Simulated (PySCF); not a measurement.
# TcOF₂: rigid scans about the minimum

Aim: map the energy of quartet TcOF₂ about its PBE0 minimum, with rigid distortions.

Computed with PySCF 2.14.0. Level: PBE0, basis Tc def2-SVP with ECP28, O def2-SVP, F def2-SVP, scalar-relativistic core potentials, no spin–orbit coupling, density fitting.

### 1 Starting geometry

4 atoms, charge 0, spin multiplicity 4.

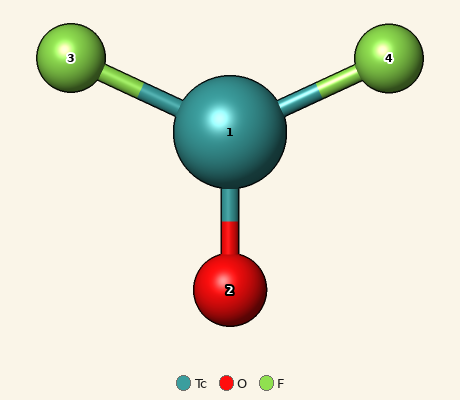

The starting geometry (technetium teal, oxygen red, fluorine green); atoms are numbered from 1 in the order of the file.

Coordinates in bohr (charge 0 multiplicity 4):
```
Tc    0.0000    0.0000    0.0000
O     0.0000    0.0000    3.1465
F     3.1632    0.0000   -1.4752
F    -3.1632    0.0000   -1.4752
```

### 2 Breathing scan

One driver script runs all scans and calls PySCF for each point, on a (75, 302) grid.

On the command line:

```sh
OMP_NUM_THREADS=2 python axn.py task.json out
```

A rigid scan with PBE0: all bonds to the central atom are scaled together. Each point starts from its neighbour's orbitals, and energies count from the minimum.

```csv
scale of all bonds to the centre,energy (kJ/mol),dipole size (D),⟨S²⟩
0.88,401.8,0.83,3.75
0.92,155.5,0.88,3.76
0.96,34.0,0.87,3.76
1.00,0.0,0.82,3.76
1.04,26.2,0.73,3.77
1.08,92.5,0.60,3.80
1.14,233.1,0.18,4.00
1.22,430.2,0.75,4.51
1.35,718.6,1.71,5.07
```

The scan needed 17 s of wall time on 2 threads of Intel Xeon 6975P-C (Granite Rapids), shared host.

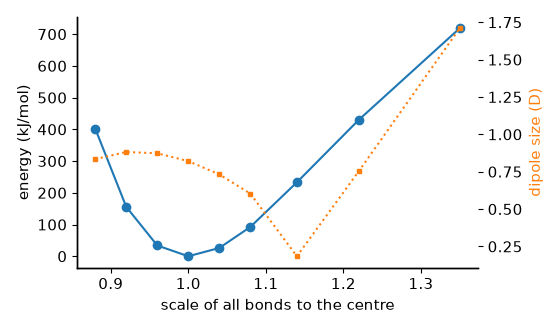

Energy (circles) and dipole moment (squares) along the scan.

⟨S²⟩ grows along the scan: the determinant mixes in higher spin as the pair uncouples.

### 3 Stretching one bond

A rigid scan with PBE0: the bond from Tc to the last atom (F) is scaled and the rest held.

```csv
scale of one bond,energy (kJ/mol),dipole size (D),⟨S²⟩
0.92,39.0,1.52,3.76
0.96,8.5,1.12,3.76
1.00,0.0,0.82,3.76
1.05,9.9,0.70,3.77
1.12,46.7,1.00,3.77
1.20,104.8,1.55,3.77
1.35,223.9,2.50,3.79
1.55,351.7,2.47,4.07
1.80,433.0,1.50,4.39
2.20,481.3,0.75,4.60
```

The scan took 22 s.

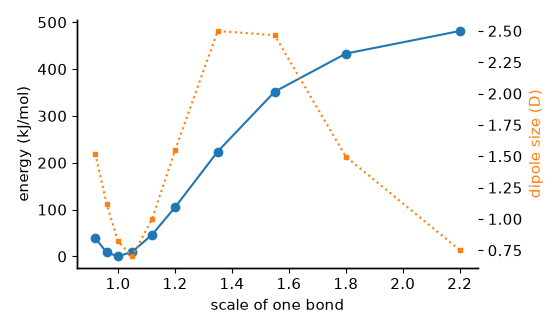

Energy (circles) and dipole moment (squares) along the scan.

⟨S²⟩ grows along the scan: the determinant mixes in higher spin as the pair uncouples.

### 4 Results

| quantity | value |
| --- | --- |
| all bonds 4 % longer | 26.2 kJ/mol |
| one bond 20 % longer | 104.8 kJ/mol |

**Reading.** Shortening all bonds by 4 % costs 34.0 kJ/mol and lengthening them 26.2: the wall is steeper on the short side. Open d and f shells are described by one determinant, and the ground state may have another occupation or spin.
